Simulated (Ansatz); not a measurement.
**AlP+ (quartet): one geometry, many settings at distance Al1–P2 = 1.958 Å**

What do other methods and options give for AlP+ (quartet) at this geometry, and how long do they take?

Computed with Ansatz 0.2.0, Gaussian basis. Level: the settings change from run to run.

25 further runs of the same task are left out: 6 for a known fault of the program, 12 that didn't finish, 7 set aside as unsound or not needed. Runs told in other sessions of the task aren't counted.

## (1) What is computed

The geometry derives from a PBE0/def2-TZVP stationary point (not a proven minimum). One bond is set to the value named and the two fragments are kept rigid.

2 atoms, charge 1, spin multiplicity 4.

Atoms are counted from 1 here; the program's logs count them from 0.

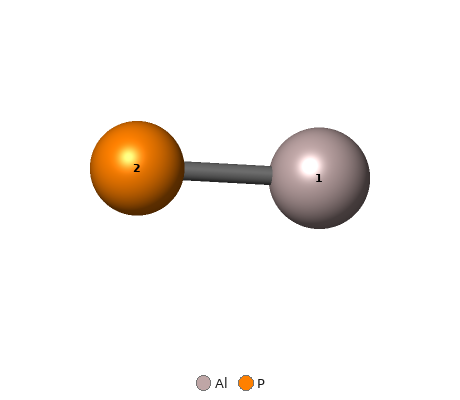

The geometry (aluminium light grey, phosphorus orange); atoms are numbered from 1 in the order of the file.

## (2) CCSDT on ROHF/STO-3G

Input file in.yaml:

```yaml
crystal:
  periodic: [false, false, false]
  atoms:
    - {symbol: Al, position_ang: [0.000000, 0.000000, 0.000000]}
    - {symbol: P, position_ang: [0.000000, 0.000000, 1.958000]}
basis:
  gaussian: {orbitals: STO-3G}
total_charge: 1
magnetization: {spin_polarized: false, initial_magnetization: 3}
correlation: {method: ccsdt, electrons: outside_noble_gas}
scf: {lower_state_search: off}
```

Command:

```sh
$ ansatz run in.yaml --threads 1 --pin off --events-out ev --progress --plain --max-ram 2393MiB
```

Output, cut to the lines that bear on the results:

```text
Functional definition: HF
  name "HF"
  cite "Fock, Z. Phys. 61, 126 (1930) doi:10.1007/BF01340294"
  parent pbe
[...]
293 factors; integrals over basis functions are off by at most 2.3e-8 eV
[...]
mean field -15665.69476634 eV, -575.7036640739 hartree, gradient 2.9e-6 eV, S^2 3.750000; 0 other end points of the search recorded, 0 dependent functions left out
10 core orbitals not correlated: weight in the atoms' cores, before any rotation towards them, 0.999 or more for the frozen orbitals, at most 0.000 for the correlated occupied ones
reference -15665.69476634 eV, -575.7036640739 hartree; 5, 2 occupied and 3, 6 virtual orbitals, 293 factors
second order -0.80387154 eV of doubles, -0.08725133 eV of singles
cycle   1  -1.12824582 eV  change   -2.3e-1 eV  update   7.3e-2
[...]
cycle  13  -1.39513036 eV  change   -3.5e-7 eV  update   6.8e-7
Total energy: -15667.08989671 eV, -575.7549341691 hartree
Checks for a lower state left out: stability, starts, cluster_reference, orbital_swaps, neighbouring_geometries, increment
```

Run time: 0.36 s. Hardware: 1 thread of AMD EPYC 9R45, shared host.

From the report: correlation -1.3951 eV; T1 0.034; largest double amplitude 0.09.

## (3) CASSCF(3,9)/cc-pVDZ

Input file in.yaml:

```yaml
crystal:
  periodic: [false, false, false]
  atoms:
    - {symbol: Al, position_ang: [0.000000, 0.000000, 0.000000]}
    - {symbol: P, position_ang: [0.000000, 0.000000, 1.958000]}
basis:
  gaussian: {orbitals: cc-pVDZ}
total_charge: 1
magnetization: {spin_polarized: false, initial_magnetization: 3}
hamiltonian: {pseudopotentials: {relativity: scalar}}
correlation: {active_space: {window: {electrons: 3, orbitals: 9}, states: [{multiplicity: 4, weights: [0.5, 1, 1]}], root: 1}}
scf: {lower_state_search: off}
```

Same command.

Output, cut to the lines that bear on the results:

```text
Functional definition: HF
  name "HF"
  cite "Fock, Z. Phys. 61, 126 (1930) doi:10.1007/BF01340294"
  parent pbe
[...]
663 factors; integrals over basis functions are off by at most 1.2e-7 eV
[...]
mean field -15876.18934279 eV, -583.4391970798 hartree, gradient 1.6e-6 eV, S^2 3.750000; 0 other end points of the search recorded, 0 dependent functions left out
reference -15876.18934279 eV, -583.4391970798 hartree; 15, 12 occupied and 21, 24 virtual orbitals, 663 factors
state -15876.32062368 eV, -583.4440215637 hartree
state -15872.32590198 eV, -583.2972182490 hartree
state -15872.32590198 eV, -583.2972182489 hartree
Total energy: -15872.32590198 eV, -583.2972182490 hartree
Relativity: scalar
Checks for a lower state left out: stability, starts, cluster_reference, orbital_swaps, neighbouring_geometries, increment
```

Run time: 0.99 s. Hardware: 1 thread of AMD EPYC 9R45, shared host.

From the report: 84 determinants; active occupations (of the averaged states) 0.99, 0.99, 0.40, 0.40, 0.20, 0.00, 0.00, 0.00, 0.00.

## (4) CCSD on UHF/6-31G*

Input file in.yaml:

```yaml
crystal:
  periodic: [false, false, false]
  atoms:
    - {symbol: Al, position_ang: [0.000000, 0.000000, 0.000000]}
    - {symbol: P, position_ang: [0.000000, 0.000000, 1.958000]}
basis:
  gaussian: {orbitals: "6-31G*"}
total_charge: 1
magnetization: {spin_polarized: true, initial_magnetization: 3}
correlation: {method: ccsd, electrons: outside_noble_gas}
```

Launched as before.

Output, cut to the lines that bear on the results:

```text
Functional definition: HF
  name "HF"
  cite "Fock, Z. Phys. 61, 126 (1930) doi:10.1007/BF01340294"
  parent pbe
[...]
330 factors; integrals over basis functions are off by at most 1.0e-3 eV
[...]
mean field -15844.75664365 eV, -582.2840666925 hartree, gradient 1.2e-6 eV, S^2 3.762161; 3 other end points of the search recorded, 0 dependent functions left out
determinant -15844.75664365 eV, -582.2840666925 hartree, with singles and doubles -15847.99789920 eV, -582.4031806368 hartree
determinant -15842.86446248 eV, -582.2145303170 hartree, with singles and doubles -15845.93586058 eV, -582.3274021152 hartree
10 core orbitals not correlated: weight in the atoms' cores, before any rotation towards them, 1.000 or more for the frozen orbitals, at most 0.000 for the correlated occupied ones
reference -15844.75664365 eV, -582.2840666925 hartree; 5, 2 occupied and 23, 26 virtual orbitals, 330 factors
second order -2.53952394 eV of doubles, -0.00000000 eV of singles
cycle   1  -3.24161773 eV  change   -3.6e-4 eV  update   1.2e-3
[...]
cycle   7  -3.24236622 eV  change   -4.2e-6 eV  update   4.5e-6
Total energy: -15847.99900987 eV, -582.4032214532 hartree
```

Wall time 0.42 s (1 thread of AMD EPYC 9R45, shared host).

From the report: ⟨S²⟩ of the determinant 3.762 (pure quartet: 3.75); correlation -3.2424 eV; T1 0.036; largest double amplitude 0.05.

## (5) CASCI(5,8)/cc-pVDZ

Input file in.yaml:

```yaml
crystal:
  periodic: [false, false, false]
  atoms:
    - {symbol: Al, position_ang: [0.000000, 0.000000, 0.000000]}
    - {symbol: P, position_ang: [0.000000, 0.000000, 1.958000]}
basis:
  gaussian: {orbitals: cc-pVDZ, fitting: {mean_field: def2-universal-jkfit}}
total_charge: 1
magnetization: {spin_polarized: false, initial_magnetization: 3}
correlation: {active_space: {window: {electrons: 5, orbitals: 8}, fixed_orbitals: true, states: [{multiplicity: 4, weights: [1, 1, 0.5]}], root: 0}}
accuracy: high
```

The command is unchanged.

Output:

```text
Functional definition: HF
  name "HF"
  cite "Fock, Z. Phys. 61, 126 (1930) doi:10.1007/BF01340294"
  parent pbe
  exchange = exact_x
  correlation = 0
256 factors; integrals over basis functions are off by at most 5.0e-2 eV
mean field evaluation 1: about -15845.0345 eV, gradient 7.8e0 eV
mean field evaluation 2: about -15845.3950 eV, gradient 3.2e0 eV
mean field evaluation 4: about -15845.5609 eV, gradient 5.7e-1 eV
mean field evaluation 8: about -15845.5785 eV, gradient 1.7e-8 eV
mean field -15845.57846708 eV, -582.3142681465 hartree, gradient 1.7e-8 eV, S^2 3.750000; 0 other end points of the search recorded, 0 dependent functions left out
reference -15845.57846708 eV, -582.3142681465 hartree; 15, 12 occupied and 21, 24 virtual orbitals, 256 factors
state -15845.88543091 eV, -582.3255488590 hartree
state -15843.62598281 eV, -582.2425156729 hartree
state -15843.62598281 eV, -582.2425156729 hartree
Total energy: -15845.88543091 eV, -582.3255488590 hartree
```

Wall time 0.09 s (1 thread of AMD EPYC 9R45, shared host).

From the report: 160 determinants; active occupations (of the averaged states) 1.41, 1.37, 1.18, 0.98, 0.03, 0.02, 0.00, 0.00.

## (6) BCCD(T) on UHF/cc-pVDZ

Input file in.yaml:

```yaml
crystal:
  periodic: [false, false, false]
  atoms:
    - {symbol: Al, position_ang: [0.000000, 0.000000, 0.000000]}
    - {symbol: P, position_ang: [0.000000, 0.000000, 1.958000]}
basis:
  gaussian: {orbitals: cc-pVDZ}
total_charge: 1
magnetization: {spin_polarized: true, initial_magnetization: 3}
hamiltonian: {pseudopotentials: {relativity: scalar}}
correlation: {method: bccd_t, electrons: all}
```

Same command.

Output, cut to the lines that bear on the results:

```text
Functional definition: HF
  name "HF"
  cite "Fock, Z. Phys. 61, 126 (1930) doi:10.1007/BF01340294"
  parent pbe
[...]
374 factors; integrals over basis functions are off by at most 8.7e-4 eV
[...]
mean field -15876.29832982 eV, -583.4432022792 hartree, gradient 1.5e-6 eV, S^2 3.762042; 3 other end points of the search recorded, 0 dependent functions left out
determinant -15876.29832982 eV, -583.4432022792 hartree, with singles and doubles -15879.88875158 eV, -583.5751478453 hartree
determinant -15874.32123600 eV, -583.3705454216 hartree, with singles and doubles -15877.77572892 eV, -583.4974956950 hartree
reference -15876.29832982 eV, -583.4432022792 hartree; 15, 12 occupied and 21, 24 virtual orbitals, 374 factors
second order -2.90401070 eV of doubles, -0.00000000 eV of singles
cycle   1  -3.59142910 eV  change   -1.0e-3 eV  update   1.1e-2
[...]
cycle   8  -3.59012067 eV  change   -8.0e-6 eV  update   1.3e-5
perturbative correction -0.12829232 eV, -0.0047146559 hartree
Total energy: -15880.01674281 eV, -583.5798514362 hartree
Relativity: scalar
```

It took 1.4 s on 1 thread of AMD EPYC 9R45, shared host.

From the report: ⟨S²⟩ of the determinant 3.762 (pure quartet: 3.75); correlation -3.7184 eV; largest double amplitude 0.05.

## (7) CISD/cc-pVDZ

Input file in.yaml:

```yaml
crystal:
  periodic: [false, false, false]
  atoms:
    - {symbol: Al, position_ang: [0.000000, 0.000000, 0.000000]}
    - {symbol: P, position_ang: [0.000000, 0.000000, 1.958000]}
basis:
  gaussian: {orbitals: cc-pVDZ}
total_charge: 1
magnetization: {spin_polarized: false, initial_magnetization: 3}
correlation: {active_space: {ras: {orbitals: [2, 3, 21], electrons: 7, max_holes: 2, max_particles: 2}, fixed_orbitals: true}}
accuracy: high
```

Launched as before.

Output:

```text
Functional definition: HF
  name "HF"
  cite "Fock, Z. Phys. 61, 126 (1930) doi:10.1007/BF01340294"
  parent pbe
  exchange = exact_x
  correlation = 0
691 factors; integrals over basis functions are off by at most 3.8e-9 eV
mean field evaluation 1: about -15844.8360 eV, gradient 7.7e0 eV
mean field evaluation 2: about -15845.0187 eV, gradient 7.9e0 eV
mean field evaluation 4: about -15845.5112 eV, gradient 1.4e0 eV
mean field evaluation 8: about -15845.5777 eV, gradient 2.0e-1 eV
mean field evaluation 16: about -15845.5793 eV, gradient 4.0e-8 eV
mean field -15845.57928254 eV, -582.3142981139 hartree, gradient 4.0e-8 eV, S^2 3.750000; 0 other end points of the search recorded, 0 dependent functions left out
reference -15845.57928254 eV, -582.3142981139 hartree; 15, 12 occupied and 21, 24 virtual orbitals, 691 factors
state -15848.87432595 eV, -582.4353887260 hartree
Total energy: -15848.87432595 eV, -582.4353887260 hartree
```

It took 0.87 s on 1 thread of AMD EPYC 9R45, shared host.

From the report: 6,478 determinants.

## (8) CISDT/STO-3G

Input file in.yaml:

```yaml
crystal:
  periodic: [false, false, false]
  atoms:
    - {symbol: Al, position_ang: [0.000000, 0.000000, 0.000000]}
    - {symbol: P, position_ang: [0.000000, 0.000000, 1.958000]}
basis:
  gaussian: {orbitals: STO-3G}
total_charge: 1
magnetization: {spin_polarized: false, initial_magnetization: 3}
correlation: {active_space: {ras: {orbitals: [12, 3, 3], electrons: 27, max_holes: 3, max_particles: 3}, fixed_orbitals: true}}
```

Launched as before.

Output:

```text
Functional definition: HF
  name "HF"
  cite "Fock, Z. Phys. 61, 126 (1930) doi:10.1007/BF01340294"
  parent pbe
  exchange = exact_x
  correlation = 0
186 factors; integrals over basis functions are off by at most 1.2e-5 eV
mean field evaluation 1: about -15665.0870 eV, gradient 8.4e0 eV
mean field evaluation 2: about -15665.0913 eV, gradient 8.4e0 eV
mean field evaluation 4: about -15665.6812 eV, gradient 9.5e-1 eV
mean field evaluation 8: about -15665.6947 eV, gradient 1.5e-3 eV
mean field -15665.69474472 eV, -575.7036632793 hartree, gradient 9.6e-7 eV, S^2 3.750000; 0 other end points of the search recorded, 0 dependent functions left out
reference -15665.69474472 eV, -575.7036632793 hartree; 15, 12 occupied and 3, 6 virtual orbitals, 186 factors
state -15667.29787368 eV, -575.7625771816 hartree
Total energy: -15667.29787368 eV, -575.7625771816 hartree
```

It took 1.2 s on 1 thread of AMD EPYC 9R45, shared host.

From the report: 59,942 determinants.

## (9) MRCISD+Q(5,6)/cc-pVDZ

Input file in.yaml:

```yaml
crystal:
  periodic: [false, false, false]
  atoms:
    - {symbol: Al, position_ang: [0.000000, 0.000000, 0.000000]}
    - {symbol: P, position_ang: [0.000000, 0.000000, 1.958000]}
basis:
  gaussian: {orbitals: cc-pVDZ}
total_charge: 1
magnetization: {spin_polarized: false, initial_magnetization: 3}
correlation: {method: fic_mrcisd_q, electrons: valence, active_space: {window: {electrons: 5, orbitals: 6}}}
scf: {lower_state_search: off}
```

The command is unchanged.

Output, cut to the lines that bear on the results:

```text
Functional definition: HF
  name "HF"
  cite "Fock, Z. Phys. 61, 126 (1930) doi:10.1007/BF01340294"
  parent pbe
[...]
374 factors; integrals over basis functions are off by at most 8.7e-4 eV
[...]
mean field -15845.57922278 eV, -582.3142959177 hartree, gradient 1.6e-6 eV, S^2 3.750000; 0 other end points of the search recorded, 0 dependent functions left out
reference -15845.57922278 eV, -582.3142959177 hartree; 15, 12 occupied and 21, 24 virtual orbitals, 374 factors
state -15846.21297996 eV, -582.3375860645 hartree
contracted CI cycle   1: correlation 0.00000000 eV, 0.0000000000 hartree, residual 1.05e1 eV
contracted CI cycle   2: correlation -2.51544487 eV, -0.0924408940 hartree, residual 2.21e0 eV
contracted CI cycle   3: correlation -2.64729705 eV, -0.0972863723 hartree, residual 6.78e-1 eV
contracted CI cycle   4: correlation -2.66112228 eV, -0.0977944399 hartree, residual 2.40e-1 eV
contracted CI cycle   5: correlation -2.66273122 eV, -0.0978535674 hartree, residual 8.20e-2 eV
contracted CI cycle   6: correlation -2.66290834 eV, -0.0978600766 hartree, residual 2.57e-2 eV
contracted CI cycle   7: correlation -2.66292607 eV, -0.0978607281 hartree, residual 8.40e-3 eV
contracted CI cycle   8: correlation -2.66292792 eV, -0.0978607961 hartree, residual 2.73e-3 eV
contracted CI cycle   9: correlation -2.66292811 eV, -0.0978608032 hartree, residual 9.32e-4 eV
state -15846.21297996 eV, -582.3375860645 hartree; corrected -15849.07902299 eV, -582.4429112033 hartree
Total energy: -15849.07902299 eV, -582.4429112033 hartree
Checks for a lower state left out: stability, starts, cluster_reference, orbital_swaps, neighbouring_geometries, increment
```

It took 0.75 s on 1 thread of AMD EPYC 9R45, shared host.

From the report: 90 determinants; active occupations 1.96, 1.00, 1.00, 1.00, 0.02, 0.02.

## (10) NEVPT2(3,10)/cc-pVDZ

Input file in.yaml:

```yaml
crystal:
  periodic: [false, false, false]
  atoms:
    - {symbol: Al, position_ang: [0.000000, 0.000000, 0.000000]}
    - {symbol: P, position_ang: [0.000000, 0.000000, 1.958000]}
basis:
  gaussian: {orbitals: cc-pVDZ}
total_charge: 1
magnetization: {spin_polarized: false, initial_magnetization: 3}
correlation: {method: sc_nevpt2, electrons: valence, active_space: {window: {electrons: 3, orbitals: 10}, states: [{multiplicity: 4, weights: [1, 0.5, 0.5]}]}}
output: {forces: true}
```

Same command.

Output, cut to the lines that bear on the results:

```text
Functional definition: HF
  name "HF"
  cite "Fock, Z. Phys. 61, 126 (1930) doi:10.1007/BF01340294"
  parent pbe
[...]
663 factors; integrals over basis functions are off by at most 1.2e-7 eV
[...]
mean field -15845.57928250 eV, -582.3142981125 hartree, gradient 1.6e-6 eV, S^2 3.750000; 0 other end points of the search recorded, 0 dependent functions left out
reference -15845.57928250 eV, -582.3142981125 hartree; 15, 12 occupied and 21, 24 virtual orbitals, 663 factors
state -15845.80065685 eV, -582.3224334697 hartree
state -15841.71002779 eV, -582.1721056246 hartree
state -15841.71002779 eV, -582.1721056246 hartree
state -15845.80065685 eV, -582.3224334697 hartree; corrected -15848.39995994 eV, -582.4179560965 hartree
state -15841.71002779 eV, -582.1721056246 hartree; corrected -15844.48572479 eV, -582.2741106079 hartree
state -15841.71002779 eV, -582.1721056246 hartree; corrected -15844.48572479 eV, -582.2741106079 hartree
[...]
Total energy: -15846.44284237 eV, -582.3460333522 hartree
Atom 0 at     0.000000     0.000000     0.000000 Å, force    -0.000000    -0.000000    -8.949971 eV/Å
Atom 1 at     0.000000     0.000000     1.958000 Å, force     0.000000     0.000000     8.949971 eV/Å
Dipole moment:     0.000000     0.000000    -0.599332 e Å
```

Run time: 1.8 s. Hardware: 1 thread of AMD EPYC 9R45, shared host.

From the report: 36 determinants; active occupations (of the averaged states) 0.99, 0.99, 0.50, 0.25, 0.25, 0.00, 0.00, 0.00, 0.00, 0.00.

## (11) The runs in one table

Where basis and cores are those of an earlier FCI/cc-pVDZ run (-15849.1376 eV), and the records show the same count of frozen orbitals and kind of state, the miss against it is given; a blank cell means that this couldn't be shown.

```tsv
level	correlated	functions	energy (eV)	from FCI (meV)	time
CCSDT on ROHF/STO-3G	outside noble gas	18	-15667.0899		0.36 s
CASSCF(3,9)/cc-pVDZ (excited root 1 of an average, relativity set)		36	-15872.3259		0.99 s
CCSD on UHF/6-31G*	outside noble gas	38	-15847.9990		0.42 s
CASCI(5,8)/cc-pVDZ (lowest root of an average)		36	-15845.8854		0.09 s
BCCD(T) on UHF/cc-pVDZ (relativity set)	all	36	-15880.0167		1.4 s
CISD/cc-pVDZ	outside noble gas	36	-15848.8743	263.2	0.87 s
CISDT/STO-3G	all	18	-15667.2979		1.2 s
MRCISD+Q(5,6)/cc-pVDZ	valence	36	-15849.0790		0.75 s
NEVPT2(3,10)/cc-pVDZ (mean of several states)	valence	36	-15846.4428		1.8 s
```

## (12) Outcome

| quantity | value |
| --- | --- |
| runs | 9 |
| quickest | CASCI(5,8)/cc-pVDZ (lowest root of an average), 0.09 s |
| slowest | NEVPT2(3,10)/cc-pVDZ (mean of several states), 1.8 s |

In words: Total energies in different bases, with other cores or another treatment of relativity can't be set against each other. NEVPT2(3,10)/cc-pVDZ (mean of several states) took 20 times as long as CASCI(5,8)/cc-pVDZ (lowest root of an average); the jobs differ in more than the method.
